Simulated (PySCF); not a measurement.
# C2H7PSi2: what the fields show

```xyz
12

C     1.4752    1.5466   -1.1765
C     1.1984    0.6321   -0.4712
Si    0.7970   -0.9837    0.4885
P    -1.3124   -1.0155    1.3932
Si   -2.2062    0.9592    0.8771
H     1.9474    2.3154   -1.7743
H     0.9768   -2.2227   -0.3176
H     1.6523   -1.0290    1.6958
H    -0.9347   -0.6143    2.6104
H    -1.5030    1.9652   -0.0890
H    -3.5110    0.5487    0.1883
H    -2.4652    1.3872    2.2209
```

Geometry: GFN2-xTB, MD frame at 250 fs, 300 K.

Computed with PBE0/pcSseg-1, SCF density, gas phase, non-relativistic (PySCF).

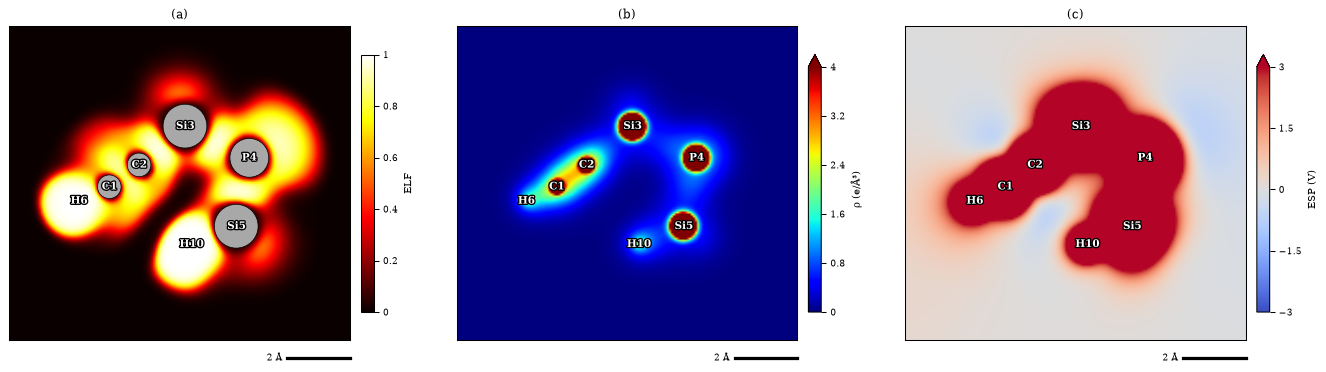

Figure 1. (a) electron localisation function; (b) electron density; (c) electrostatic potential on the plane of atoms C2, Si3 and P4. Grey discs cover the atomic cores in the ELF map.

Interpret the plot.

Answer.
- The section cuts through C, Si, P and H sites.
- C–C (1.19 Å): ρ at the midpoint is about 2.9 e/Å³; the ELF peaks at about 0.85 between the atoms (a short, multiple covalent bond).
- C–Si (1.92 Å): the density is about 0.82 e/Å³ at the midpoint; the ELF peaks at about 0.95 between the atoms; localised, covalent bonding.
- Si–P (2.23 Å): ρ is about 0.74 e/Å³ halfway; the ELF peaks at about 0.95 between the atoms (a shared electron pair).
- C–H (1.08 Å): ρ is about 2 e/Å³ halfway; the ELF climbs to about 1 towards the hydrogen, as it does in any bond to H; an ordinary covalent bond to hydrogen.
- Si–P (2.30 Å): ρ is about 0.68 e/Å³ halfway, with its minimum of 0.61 e/Å³ about 0.8 Å from Si; the ELF peaks at about 0.95 between the atoms (a shared electron pair).
- The ELF also peaks beside P4, away from the bonds: lone-pair regions.
- Outside the dense part of the molecule the potential is most negative (−0.7 V) near P4.

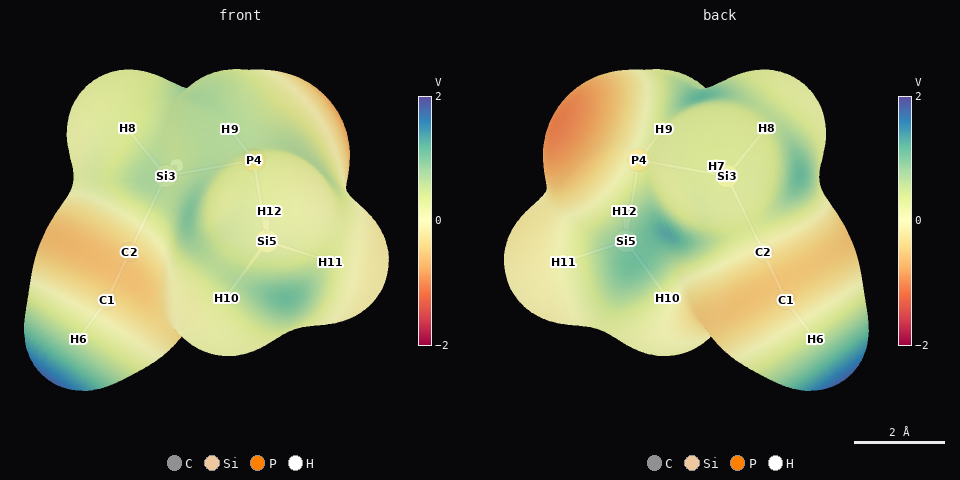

Figure 2. The molecular electrostatic potential painted on the density surface at 0.002 e/bohr³, seen from the front and from behind; red is negative and blue positive.

Describe the electrostatic potential map.

Answer. The most negative region (about −1.1 V) lies over P4, the most positive (about +1.7 V) over H6.

How polar is the molecule by this calculation?

Answer. Its dipole moment is 1.65 D.
